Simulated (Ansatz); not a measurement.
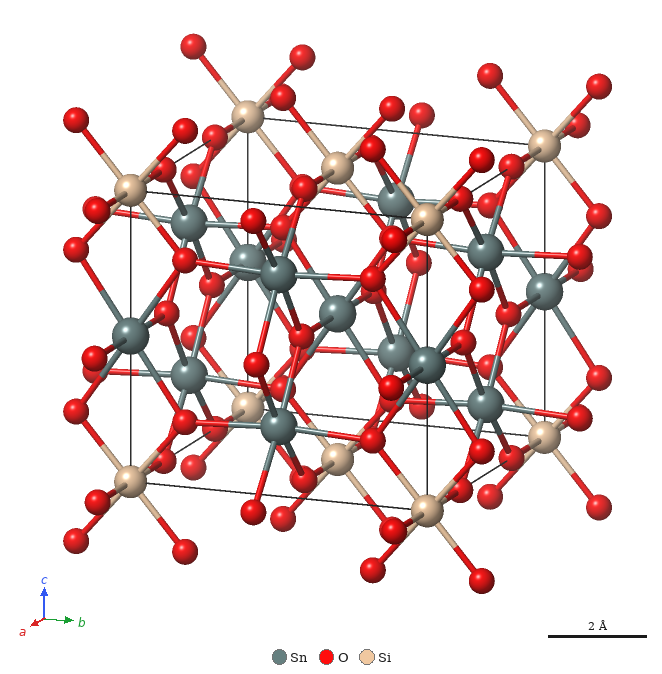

The figure gives a ball-and-stick picture of the atoms, viewed slightly off an axis. One conventional unit cell is framed, with atoms on its boundary repeated. Some neighbours outside the box are added.

SiSn₃O₈, space group Cmmm (No. 65), a = 6.514 Å, b = 6.529 Å, c = 6.155 Å, α = 90.00°, β = 90.00°, γ = 90.00°. Origin of the cell: a structure type filled with these elements by a generator (whether the compound takes this form wasn't checked). Earlier steps of the study, as a rule a relaxation of our own, may have changed the cell and positions, so they can lie some per cent off the listed ones. It was the input of a calculation with Ansatz.

This one geometry was computed with Ansatz (DFT, plane waves, PAW) at five levels of theory: HSE06, PBE with spin-orbit coupling, r2SCAN, PBE and PBE0. It was relaxed beforehand with r2SCAN.

### Which level gives the highest pressure at this volume, and what does that say about its equilibrium volume?

Highest: PBE with spin-orbit coupling (8.1 GPa) and PBE (8.2 GPa), which points to the largest equilibrium volume. Lowest, with the smallest volume: HSE06 (-1.6 GPa) and PBE0 (-1.7 GPa). Levels within 0.5 GPa of each other can't be told apart.

### How does the band gap change with the level of theory?

PBE: a gap of 1.43 eV, direct; PBE with spin-orbit coupling: a gap of 1.44 eV, direct; r2SCAN: a gap of 2.11 eV, direct; HSE06: a gap of 3.21 eV, direct; PBE0: a gap of 3.94 eV, direct.

### Collect the results in a table.

| level | cutoff (eV) | k-mesh of the run's cell | gap (eV) | pressure (GPa) |
| --- | --- | --- | --- | --- |
| HSE06 | 420 | 4×4×2 | 3.21 | -1.6 |
| PBE with spin-orbit coupling | 420 | 6×6×4 | 1.44 | 8.1 |
| r2SCAN | 500 | 6×6×4 | 2.11 | 0.0 |
| PBE | 420 | 6×6×4 | 1.43 | 8.2 |
| PBE0 | 420 | 4×4×2 | 3.94 | -1.7 |

Gaps are taken on the k-mesh or band path of each run.
